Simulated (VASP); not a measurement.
Band structure of ZrAu2 (space group I4/mmm). Calculation: PBEsol GGA, VASP's PBE PAW potentials (set 64) (plane waves; VASP).

Unless said otherwise, spin-orbit coupling is left out, though it shifts the bands of the heavy elements here.

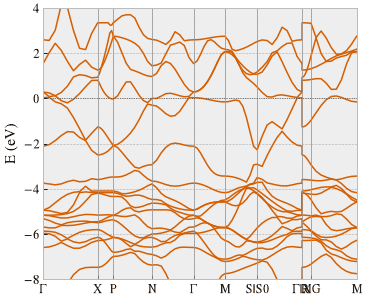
Figure: Bands along high-symmetry lines, zero at the valence-band maximum or, without a gap, the Fermi level

**Question.** Read the plot: is there a gap, and where are the band edges?

**Answer.** It has no gap at this level: it comes out as a metal or semimetal. (Edges off the drawn lines would not show.)

The structure comes from a computed database's ZrAu2 entry (I4/mmm); how it stands against other phases isn't given here. It was relaxed first.
